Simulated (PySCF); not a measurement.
# [W3]+: how settings move a single point

Aim: repeat the single point on relaxed [W3]+ with altered settings, some of them bad on purpose. The structure is generated, not taken from experiment.

Method: TPSS, W def2-SVP with ECP60; scalar-relativistic core potentials, no spin–orbit coupling; program: PySCF 2.14.0.

3 further runs of the same task are left out: 2 for a known fault of the program, 1 set aside as unsound or not needed.

## 1. The starting structure

3 atoms, charge 1, spin multiplicity 2.

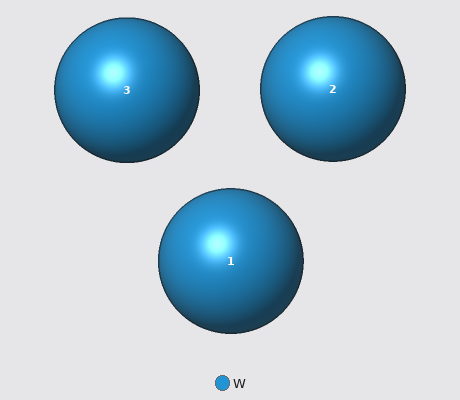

The structure; tungsten blue; atoms are numbered from 1 in the order of the file.

Geometry (Å):

```xyz
3
charge 1, multiplicity 2
W     1.3111   -0.0001    0.0000
W    -0.6554    1.1806    0.0000
W    -0.6557   -1.1804    0.0000
```

An earlier session relaxed this geometry at TPSS, W def2-SVP with ECP60 (doublet, point group C2v).

The sound run used a (50, 194) grid (finer on f atoms), a threshold of 1e-8 and at most 55 cycles, and ended at -200.895101 Eh.

## 2. Try 1

Contents of run.py (the lines that set the calculation):

```python
mol = gto.M(atom='''
W      1.46840    -0.00017     0.00000
W     -0.73405     1.32226     0.00000
W     -0.73435    -1.32209     0.00000''',
    basis={'W': 'def2-SVP'},
    ecp={'W': 'def2-SVP'},
    charge=1, spin=1)
mf = dft.UKS(mol, xc='TPSS')
mf.grids.atom_grid = (50, 194)
mf = mf.density_fit()  # fitting sets: W def2-universal-JKFIT
mf.conv_tol = 1e-08; mf.max_cycle = 55
mf.kernel(dm0)  # dm0: free metal ions and neutral atoms
```

Run with:

```console
$ OMP_NUM_THREADS=2 python run.py
```

The log of the run:

```text
init E= -199.119806048868
  HOMO = -0.45774259393  LUMO = -0.450928666131  gap/eV = 0.18542
cycle= 1 E= -200.373028452596  delta_E= -1.25  |g|= 0.919  |ddm|= 3.23
  HOMO = -0.169606107074  LUMO = -0.160741250022  gap/eV = 0.24123
cycle= 2 E= -197.523879133645  delta_E= 2.85  |g|= 2.39  |ddm|= 6.17
  HOMO = -0.35985989345  LUMO = -0.350609867004  gap/eV = 0.25171
cycle= 3 E= -197.468070721087  delta_E= 0.0558  |g|= 2.05  |ddm|=  5.6
  HOMO = -0.329016383552  LUMO = -0.313655135215  gap/eV = 0.41800
cycle= 4 E= -199.316483120872  delta_E= -1.85  |g|= 1.71  |ddm|= 3.47
  HOMO = -0.310037271161  LUMO = -0.294008657368  gap/eV = 0.43616
cycle= 5 E= -199.914841438479  delta_E= -0.598  |g|= 1.35  |ddm|= 0.443
  HOMO = -0.314955350835  LUMO = -0.293791437127  gap/eV = 0.57590
cycle= 6 E= -198.495347433318  delta_E= 1.42  |g|= 2.07  |ddm|= 0.752
  HOMO = -0.314764968514  LUMO = -0.293926519752  gap/eV = 0.56704
cycle= 7 E= -198.416624597523  delta_E= 0.0787  |g|=  2.1  |ddm|= 0.216
  HOMO = -0.313552215482  LUMO = -0.292720461788  gap/eV = 0.56686
cycle= 8 E= -198.296044366761  delta_E= 0.121  |g|= 2.14  |ddm|= 0.988
  HOMO = -0.311936873843  LUMO = -0.292228675218  gap/eV = 0.53629
cycle= 9 E= -198.653321189842  delta_E= -0.357  |g|= 2.02  |ddm|= 0.367
  HOMO = -0.313716145416  LUMO = -0.294068196583  gap/eV = 0.53465
cycle= 10 E= -198.901664028356  delta_E= -0.248  |g|= 1.92  |ddm|= 0.316
  HOMO = -0.313636850413  LUMO = -0.29381285364  gap/eV = 0.53944
...
cycle= 24 E= -200.840206186854  delta_E= -1.43e-06  |g|= 0.000317  |ddm|= 0.00418
  HOMO = -0.321405982812  LUMO = -0.183238585919  gap/eV = 3.75973
cycle= 25 E= -200.840207719548  delta_E= -1.53e-06  |g|= 0.000279  |ddm|= 0.00628
  HOMO = -0.321409606316  LUMO = -0.183234757105  gap/eV = 3.75993
cycle= 26 E= -200.840208476017  delta_E= -7.56e-07  |g|= 0.000214  |ddm|= 0.00385
  HOMO = -0.321420953052  LUMO = -0.183232689576  gap/eV = 3.76029
cycle= 27 E= -200.840208986872  delta_E= -5.11e-07  |g|= 0.000179  |ddm|= 0.00365
  HOMO = -0.321420977079  LUMO = -0.183226319003  gap/eV = 3.76047
cycle= 28 E= -200.840209258793  delta_E= -2.72e-07  |g|= 0.000153  |ddm|= 0.00267
  HOMO = -0.321424554104  LUMO = -0.183223933153  gap/eV = 3.76063
cycle= 29 E= -200.840209404137  delta_E= -1.45e-07  |g|= 0.000119  |ddm|= 0.0021
  HOMO = -0.321427961823  LUMO = -0.183225077501  gap/eV = 3.76069
cycle= 30 E= -200.840209472717  delta_E= -6.86e-08  |g|= 8.85e-05  |ddm|= 0.00144
  HOMO = -0.32142426689  LUMO = -0.183220897975  gap/eV = 3.76071
cycle= 31 E= -200.840209501667  delta_E= -2.9e-08  |g|= 7.53e-05  |ddm|= 0.000997
  HOMO = -0.321429072954  LUMO = -0.183226079772  gap/eV = 3.76069
cycle= 32 E= -200.840209515283  delta_E= -1.36e-08  |g|= 4.04e-05  |ddm|= 0.000424
  HOMO = -0.321427546541  LUMO = -0.183226007768  gap/eV = 3.76066
cycle= 33 E= -200.840209519924  delta_E= -4.64e-09  |g|= 1.5e-05  |ddm|= 0.0002
  HOMO = -0.321428239656  LUMO = -0.283226157906  gap/eV = 1.03953
Extra cycle  E= -200.840209519378  delta_E= 5.46e-10  |g|= 7.09e-05  |ddm|= 0.000253
converged SCF energy = -200.840209519378  <S^2> = 2.6007765  2S+1 = 3.3768485
```

Run time: 44 s. Hardware: 2 threads of Intel Xeon Platinum 8488C (Sapphire Rapids), shared host.

Changed: the scale of all coordinates (1.12). It converges in 141 cycles, but only after the driver's rescue (smearing, level shift, second-order steps), +1.494 eV from the sound run, with a largest force component of 4.67 eV/Å. The setting is unsound, so these numbers aren't the compound's.

## 3. Try 2

Contents of run.py (the lines that set the calculation):

```python
mol = gto.M(atom='''
W      1.31107    -0.00015     0.00000
W     -0.65540     1.18059     0.00000
W     -0.65567    -1.18044     0.00000''',
    basis={'W': 'def2-SVP'},
    ecp={'W': 'def2-SVP'},
    charge=1, spin=1)
mf = dft.UKS(mol, xc='TPSS')
mf.grids.atom_grid = (30, 86)
mf = mf.density_fit()  # fitting sets: W def2-universal-JKFIT
mf.conv_tol = 1e-08; mf.max_cycle = 55
mf.kernel(dm0)  # dm0: free metal ions and neutral atoms
```

Run with:

```console
$ OMP_NUM_THREADS=2 python run.py
```

The log of the run:

```text
init E= -198.963910264399
  HOMO = -0.481878990323  LUMO = -0.4748365145  gap/eV = 0.19164
cycle= 1 E= -200.262522479347  delta_E= -1.3  |g|= 1.12  |ddm|= 3.51
  HOMO = -0.147141926737  LUMO = -0.141323525236  gap/eV = 0.15833
cycle= 2 E= -196.203692228789  delta_E= 4.06  |g|= 2.87  |ddm|= 7.89
  HOMO = -0.368327442018  LUMO = -0.359437390456  gap/eV = 0.24191
cycle= 3 E= -199.270680312504  delta_E= -3.07  |g|= 1.71  |ddm|= 7.21
  HOMO = -0.337463687013  LUMO = -0.328745247962  gap/eV = 0.23724
cycle= 4 E= -199.733023472588  delta_E= -0.462  |g|= 1.55  |ddm|= 3.26
  HOMO = -0.306712209957  LUMO = -0.288817738851  gap/eV = 0.48693
cycle= 5 E= -200.868171771697  delta_E= -1.14  |g|= 0.168  |ddm|= 2.85
  HOMO = -0.307593669335  LUMO = -0.293372634714  gap/eV = 0.38697
cycle= 6 E= -200.836281335344  delta_E= 0.0319  |g|= 0.322  |ddm|= 0.428
  HOMO = -0.311048204844  LUMO = -0.291919869016  gap/eV = 0.52051
cycle= 7 E= -200.84756402631  delta_E= -0.0113  |g|= 0.286  |ddm|= 0.229
  HOMO = -0.311079369593  LUMO = -0.291829757757  gap/eV = 0.52381
cycle= 8 E= -200.849369704387  delta_E= -0.00181  |g|= 0.279  |ddm|= 0.0719
  HOMO = -0.310689975668  LUMO = -0.292225796817  gap/eV = 0.50244
cycle= 9 E= -200.848560755955  delta_E= 0.000809  |g|= 0.281  |ddm|= 0.0777
  HOMO = -0.314107284194  LUMO = -0.291116591133  gap/eV = 0.62561
cycle= 10 E= -200.852743148139  delta_E= -0.00418  |g|= 0.27  |ddm|= 0.247
  HOMO = -0.314458273596  LUMO = -0.287701730508  gap/eV = 0.72808
cycle= 11 E= -200.866112386473  delta_E= -0.0134  |g|= 0.21  |ddm|= 0.18
  HOMO = -0.317171992765  LUMO = -0.285850500209  gap/eV = 0.85230
cycle= 12 E= -200.878903019118  delta_E= -0.0128  |g|= 0.126  |ddm|= 0.185
  HOMO = -0.321151373873  LUMO = -0.287975146827  gap/eV = 0.90277
cycle= 13 E= -200.886074035635  delta_E= -0.00717  |g|= 0.0153  |ddm|= 0.141
  HOMO = -0.318740543676  LUMO = -0.286557877928  gap/eV = 0.87573
cycle= 14 E= -200.886106749113  delta_E= -3.27e-05  |g|= 0.0139  |ddm|= 0.0658
  HOMO = -0.319848315718  LUMO = -0.286803308329  gap/eV = 0.89920
cycle= 15 E= -200.886220709585  delta_E= -0.000114  |g|= 0.00337  |ddm|= 0.0388
  HOMO = -0.319956227688  LUMO = -0.286791631723  gap/eV = 0.90245
cycle= 16 E= -200.886232387188  delta_E= -1.17e-05  |g|= 0.000813  |ddm|= 0.0113
  HOMO = -0.319908864802  LUMO = -0.286850511951  gap/eV = 0.89956
cycle= 17 E= -200.886235673176  delta_E= -3.29e-06  |g|= 0.000439  |ddm|= 0.00741
  HOMO = -0.319878792807  LUMO = -0.286922529638  gap/eV = 0.89679
cycle= 18 E= -200.886236980255  delta_E= -1.31e-06  |g|= 0.000364  |ddm|= 0.00559
  HOMO = -0.319861957701  LUMO = -0.286944203783  gap/eV = 0.89574
cycle= 19 E= -200.886236648498  delta_E= 3.32e-07  |g|= 0.00119  |ddm|= 0.00269
  HOMO = -0.319839989409  LUMO = -0.286966996301  gap/eV = 0.89452
cycle= 20 E= -200.886237407478  delta_E= -7.59e-07  |g|= 0.00012  |ddm|= 0.00245
  HOMO = -0.319833391898  LUMO = -0.286970233231  gap/eV = 0.89425
cycle= 21 E= -200.886237421104  delta_E= -1.36e-08  |g|= 3.11e-05  |ddm|= 0.000545
  HOMO = -0.319832206636  LUMO = -0.28697409635  gap/eV = 0.89411
cycle= 22 E= -200.886237422518  delta_E= -1.41e-09  |g|= 8.45e-06  |ddm|= 0.000243
  HOMO = -0.319832173182  LUMO = -0.286974194759  gap/eV = 0.89411
Extra cycle  E= -200.886237422019  delta_E= 5e-10  |g|= 3.59e-05  |ddm|= 5.74e-05
converged SCF energy = -200.886237422019  <S^2> = 1.1691235  2S+1 = 2.3825394
```

Run time: 7.9 s. Hardware: 2 threads of Intel Xeon Platinum 8488C (Sapphire Rapids), shared host.

Changed: the integration grid, to (30, 86). It converges in 22 cycles, +0.241 eV from the sound run, with a largest force component of 0.34 eV/Å. The setting is unsound, so these numbers aren't the compound's.

## 4. Try 3

run.py (the lines that set the calculation): that of step 3 with these lines changed.

```diff
@@ -8,3 +8,3 @@
 mf = dft.UKS(mol, xc='TPSS')
-mf.grids.atom_grid = (30, 86)
+mf.grids.atom_grid = (15, 26)
 mf = mf.density_fit()  # fitting sets: W def2-universal-JKFIT
```

Run with:

```console
$ OMP_NUM_THREADS=2 python run.py
```

The log of the run:

```text
init E= -199.089532418327
  HOMO = -0.494305119598  LUMO = -0.486830050493  gap/eV = 0.20341
cycle= 1 E= -200.381154984485  delta_E= -1.29  |g|= 1.15  |ddm|= 3.55
  HOMO = -0.15531262067  LUMO = -0.150988318094  gap/eV = 0.11767
cycle= 2 E= -194.900986631699  delta_E= 5.48  |g|= 3.03  |ddm|= 7.78
  HOMO = -0.331222374275  LUMO = -0.327461008612  gap/eV = 0.10235
cycle= 3 E= -198.050994183756  delta_E= -3.15  |g|= 2.33  |ddm|= 7.31
  HOMO = -0.338906493436  LUMO = -0.33222317581  gap/eV = 0.18186
cycle= 4 E= -200.954592015221  delta_E= -2.9  |g|= 0.369  |ddm|= 1.88
  HOMO = -0.312815123641  LUMO = -0.290658418441  gap/eV = 0.60291
cycle= 5 E= -200.999936262426  delta_E= -0.0453  |g|= 0.244  |ddm|= 0.961
  HOMO = -0.316164736426  LUMO = -0.294902549163  gap/eV = 0.57857
cycle= 6 E= -200.689689820094  delta_E= 0.31  |g|= 0.844  |ddm|= 1.53
  HOMO = -0.312255525011  LUMO = -0.296842708976  gap/eV = 0.41940
cycle= 7 E= -201.013698671534  delta_E= -0.324  |g|= 0.182  |ddm|= 1.62
  HOMO = -0.316276691177  LUMO = -0.298312862342  gap/eV = 0.48882
cycle= 8 E= -201.028514975126  delta_E= -0.0148  |g|= 0.0289  |ddm|= 0.305
  HOMO = -0.316660892271  LUMO = -0.300244130462  gap/eV = 0.44672
cycle= 9 E= -201.028901276079  delta_E= -0.000386  |g|= 0.0185  |ddm|= 0.107
  HOMO = -0.3160604661  LUMO = -0.299465190845  gap/eV = 0.45158
cycle= 10 E= -201.029106432723  delta_E= -0.000205  |g|= 0.00905  |ddm|= 0.0346
  HOMO = -0.316159336535  LUMO = -0.29937648021  gap/eV = 0.45668
cycle= 11 E= -201.029222866994  delta_E= -0.000116  |g|= 0.0124  |ddm|= 0.0895
  HOMO = -0.316146422759  LUMO = -0.299371576784  gap/eV = 0.45647
cycle= 12 E= -201.029176110833  delta_E= 4.68e-05  |g|= 0.0121  |ddm|= 0.0242
  HOMO = -0.316248370692  LUMO = -0.299849120212  gap/eV = 0.44625
cycle= 13 E= -201.029018123705  delta_E= 0.000158  |g|= 0.00533  |ddm|= 0.173
  HOMO = -0.316168140588  LUMO = -0.299788879758  gap/eV = 0.44570
cycle= 14 E= -201.028997802318  delta_E= 2.03e-05  |g|= 0.00129  |ddm|= 0.0878
  HOMO = -0.316141902495  LUMO = -0.299725530475  gap/eV = 0.44671
cycle= 15 E= -201.029002182576  delta_E= -4.38e-06  |g|= 0.000879  |ddm|= 0.0216
  HOMO = -0.316093127639  LUMO = -0.299723170313  gap/eV = 0.44545
cycle= 16 E= -201.029004695472  delta_E= -2.51e-06  |g|= 0.000677  |ddm|= 0.0103
  HOMO = -0.316125512099  LUMO = -0.299808513384  gap/eV = 0.44401
cycle= 17 E= -201.029005107394  delta_E= -4.12e-07  |g|= 0.000286  |ddm|= 0.00682
  HOMO = -0.316110088099  LUMO = -0.29979254643  gap/eV = 0.44402
cycle= 18 E= -201.029005142981  delta_E= -3.56e-08  |g|= 0.000192  |ddm|= 0.00606
  HOMO = -0.316113754299  LUMO = -0.299792366903  gap/eV = 0.44413
cycle= 19 E= -201.029005145454  delta_E= -2.47e-09  |g|= 2.37e-05  |ddm|= 0.00233
  HOMO = -0.316111150967  LUMO = -0.299793812713  gap/eV = 0.44402
Extra cycle  E= -201.029005131964  delta_E= 1.35e-08  |g|= 0.000179  |ddm|= 0.000189
converged SCF energy = -201.029005131964  <S^2> = 0.78581744  2S+1 = 2.0355023
```

Wall time 6.5 s (2 threads of Intel Xeon Platinum 8488C (Sapphire Rapids), shared host).

Changed: the integration grid, to (15, 26). It converges in 19 cycles, -3.644 eV from the sound run, with a largest force component of 4.11 eV/Å. The setting is unsound, so these numbers aren't the compound's.

## 5. Try 4

run.py (the lines that set the calculation): that of step 4 with these lines changed.

```diff
@@ -8,5 +8,5 @@
 mf = dft.UKS(mol, xc='TPSS')
-mf.grids.atom_grid = (15, 26)
+mf.grids.atom_grid = (50, 194)
 mf = mf.density_fit()  # fitting sets: W def2-universal-JKFIT
-mf.conv_tol = 1e-08; mf.max_cycle = 55
+mf.conv_tol = 1e-06; mf.max_cycle = 55
 mf.kernel(dm0)  # dm0: free metal ions and neutral atoms
```

Run with:

```console
$ OMP_NUM_THREADS=2 python run.py
```

The log of the run:

```text
init E= -198.972108280693
  HOMO = -0.481981101809  LUMO = -0.474952153994  gap/eV = 0.19127
cycle= 1 E= -200.272025655074  delta_E= -1.3  |g|= 1.12  |ddm|= 3.51
  HOMO = -0.147762333734  LUMO = -0.141726138715  gap/eV = 0.16425
cycle= 2 E= -196.234927121586  delta_E= 4.04  |g|= 2.86  |ddm|= 7.89
  HOMO = -0.367937818267  LUMO = -0.359087663791  gap/eV = 0.24082
cycle= 3 E= -199.373378675875  delta_E= -3.14  |g|= 1.67  |ddm|= 7.21
  HOMO = -0.337493132538  LUMO = -0.328743148453  gap/eV = 0.23810
cycle= 4 E= -199.704677735245  delta_E= -0.331  |g|= 1.57  |ddm|= 3.24
  HOMO = -0.306920741264  LUMO = -0.288907464618  gap/eV = 0.49017
cycle= 5 E= -200.879572109369  delta_E= -1.17  |g|= 0.15  |ddm|= 2.87
  HOMO = -0.307822261786  LUMO = -0.293223370604  gap/eV = 0.39726
cycle= 6 E= -200.855746762735  delta_E= 0.0238  |g|= 0.283  |ddm|= 0.416
  HOMO = -0.311454239166  LUMO = -0.291584580674  gap/eV = 0.54068
cycle= 7 E= -200.868223588359  delta_E= -0.0125  |g|= 0.236  |ddm|= 0.126
  HOMO = -0.311337772213  LUMO = -0.291733814973  gap/eV = 0.53345
cycle= 8 E= -200.867678992605  delta_E= 0.000545  |g|= 0.238  |ddm|= 0.0212
  HOMO = -0.311528707009  LUMO = -0.291699192596  gap/eV = 0.53959
cycle= 9 E= -200.867237248997  delta_E= 0.000442  |g|= 0.24  |ddm|= 0.0652
  HOMO = -0.315904427915  LUMO = -0.290047493828  gap/eV = 0.70360
cycle= 10 E= -200.874467810787  delta_E= -0.00723  |g|= 0.212  |ddm|= 0.306
  HOMO = -0.316129976904  LUMO = -0.286367504938  gap/eV = 0.80988
cycle= 11 E= -200.885744620661  delta_E= -0.0113  |g|= 0.143  |ddm|= 0.172
  HOMO = -0.319596918245  LUMO = -0.286216058324  gap/eV = 0.90834
cycle= 12 E= -200.894306615339  delta_E= -0.00856  |g|= 0.0404  |ddm|= 0.153
  HOMO = -0.319976539349  LUMO = -0.286827565752  gap/eV = 0.90203
cycle= 13 E= -200.895001076459  delta_E= -0.000694  |g|= 0.0118  |ddm|= 0.0438
  HOMO = -0.319312401635  LUMO = -0.286532731383  gap/eV = 0.89198
cycle= 14 E= -200.895065718861  delta_E= -6.46e-05  |g|= 0.00476  |ddm|= 0.0291
  HOMO = -0.319798615227  LUMO = -0.286732158351  gap/eV = 0.89978
cycle= 15 E= -200.895085403178  delta_E= -1.97e-05  |g|= 0.00211  |ddm|= 0.0168
  HOMO = -0.319748299882  LUMO = -0.286857448701  gap/eV = 0.89501
cycle= 16 E= -200.895096611401  delta_E= -1.12e-05  |g|= 0.000722  |ddm|= 0.0137
  HOMO = -0.319640027923  LUMO = -0.286970398169  gap/eV = 0.88899
cycle= 17 E= -200.895100280737  delta_E= -3.67e-06  |g|= 0.000304  |ddm|= 0.0112
  HOMO = -0.319610693564  LUMO = -0.287029686082  gap/eV = 0.88657
cycle= 18 E= -200.895100752654  delta_E= -4.72e-07  |g|= 0.000146  |ddm|= 0.00456
  HOMO = -0.319602744403  LUMO = -0.287016736226  gap/eV = 0.88671
Extra cycle  E= -200.895100331851  delta_E= 4.21e-07  |g|= 0.000988  |ddm|= 0.00106
converged SCF energy = -200.895100331851  <S^2> = 1.1599506  2S+1 = 2.3748268
```

Run time: 8.6 s. Hardware: 2 threads of Intel Xeon Platinum 8488C (Sapphire Rapids), shared host.

Changed: the SCF threshold (1e-06). It converges in 18 cycles, at the sound run's energy within 0.001 eV, with a largest force component of 0.01 eV/Å. The result survives the change.

## 6. Try 5

run.py (the lines that set the calculation): that of step 5 with these lines changed.

```diff
@@ -6,3 +6,3 @@
     ecp={'W': 'def2-SVP'},
-    charge=1, spin=1)
+    charge=5, spin=1)
 mf = dft.UKS(mol, xc='TPSS')
@@ -10,3 +10,3 @@
 mf = mf.density_fit()  # fitting sets: W def2-universal-JKFIT
-mf.conv_tol = 1e-06; mf.max_cycle = 55
+mf.conv_tol = 1e-08; mf.max_cycle = 77
 mf.kernel(dm0)  # dm0: free metal ions and neutral atoms
```

Run with:

```console
$ OMP_NUM_THREADS=2 python run.py
```

The log of the run:

```text
init E= -190.204534082951
  HOMO = -1.83481236089  LUMO = -1.82660753748  gap/eV = 0.22326
cycle= 1 E= -196.705997115558  delta_E= -6.5  |g|= 1.53  |ddm|= 4.06
  HOMO = -1.09122604855  LUMO = -1.08757063674  gap/eV = 0.09947
cycle= 2 E= -193.039763941377  delta_E= 3.67  |g|= 2.59  |ddm|= 4.61
  HOMO = -1.1707040628  LUMO = -1.16211659648  gap/eV = 0.23368
cycle= 3 E= -189.057323699295  delta_E= 3.98  |g|= 3.37  |ddm|= 5.75
  HOMO = -1.26495421494  LUMO = -1.26013912411  gap/eV = 0.13103
cycle= 4 E= -196.912752964699  delta_E= -7.86  |g|= 1.31  |ddm|= 3.46
  HOMO = -1.30100811084  LUMO = -1.27930170371  gap/eV = 0.59066
cycle= 5 E= -196.300346379425  delta_E= 0.612  |g|= 1.71  |ddm|= 0.524
  HOMO = -1.31431172708  LUMO = -1.30448486169  gap/eV = 0.26740
cycle= 6 E= -197.679983534473  delta_E= -1.38  |g|= 0.346  |ddm|= 2.05
  HOMO = -1.28898964235  LUMO = -1.27206311563  gap/eV = 0.46059
cycle= 7 E= -197.723685515175  delta_E= -0.0437  |g|= 0.183  |ddm|= 0.641
  HOMO = -1.28684290322  LUMO = -1.26650923944  gap/eV = 0.55331
cycle= 8 E= -197.644399900444  delta_E= 0.0793  |g|= 0.435  |ddm|= 0.584
  HOMO = -1.28531554595  LUMO = -1.26540426127  gap/eV = 0.54181
cycle= 9 E= -197.740235765381  delta_E= -0.0958  |g|= 0.0301  |ddm|= 0.47
  HOMO = -1.28814606411  LUMO = -1.26807071283  gap/eV = 0.54628
cycle= 10 E= -197.740857032971  delta_E= -0.000621  |g|= 0.00876  |ddm|= 0.109
  HOMO = -1.28780380507  LUMO = -1.26849487502  gap/eV = 0.52542
cycle= 11 E= -197.740995670707  delta_E= -0.000139  |g|= 0.00381  |ddm|= 0.0906
  HOMO = -1.28809316815  LUMO = -1.26880099546  gap/eV = 0.52497
cycle= 12 E= -197.741025230811  delta_E= -2.96e-05  |g|= 0.00179  |ddm|= 0.0392
  HOMO = -1.28807718408  LUMO = -1.26893691171  gap/eV = 0.52083
cycle= 13 E= -197.741036892717  delta_E= -1.17e-05  |g|= 0.00105  |ddm|= 0.0408
  HOMO = -1.28803806487  LUMO = -1.26894153848  gap/eV = 0.51964
cycle= 14 E= -197.741037712382  delta_E= -8.2e-07  |g|= 0.000195  |ddm|= 0.00642
  HOMO = -1.28804907552  LUMO = -1.26895049943  gap/eV = 0.51970
cycle= 15 E= -197.741037755932  delta_E= -4.35e-08  |g|= 6.66e-05  |ddm|= 0.000668
  HOMO = -1.28805161209  LUMO = -1.26895013103  gap/eV = 0.51978
cycle= 16 E= -197.741037767457  delta_E= -1.15e-08  |g|= 3.96e-05  |ddm|= 0.000405
  HOMO = -1.28805290704  LUMO = -1.26894830044  gap/eV = 0.51986
cycle= 17 E= -197.741037772181  delta_E= -4.72e-09  |g|= 1.89e-05  |ddm|= 0.000252
  HOMO = -1.2880583413  LUMO = -1.26895154701  gap/eV = 0.51992
Extra cycle  E= -197.741037772495  delta_E= -3.14e-10  |g|= 4.01e-05  |ddm|= 0.00012
converged SCF energy = -197.741037772495  <S^2> = 0.87066577  2S+1 = 2.11723
```

It took 8.3 s on 2 threads of Intel Xeon Platinum 8488C (Sapphire Rapids), shared host.

Changed: the charge (by +4); the cycle limit is 77. It converges in 17 cycles, with a largest force component of 7.62 eV/Å. The setting is unsound, so these numbers aren't the compound's.

## 7. Side by side

| run | changed | ending | energy change (eV) | cycles | time | usable |
| --- | --- | --- | --- | --- | --- | --- |
| 1 | the scale of all coordinates | converged | +1.494 | 141 | 44 s | no |
| 2 | the integration grid | converged | +0.241 | 22 | 7.9 s | no |
| 3 | the integration grid | converged | -3.644 | 19 | 6.5 s | no |
| 4 | the SCF threshold | converged | 0.000 | 18 | 8.6 s | yes |
| 5 | the charge | converged | – | 17 | 8.3 s | no |

1 of 5 altered runs gives a usable result. 4 ended normally with numbers unfit to quote.
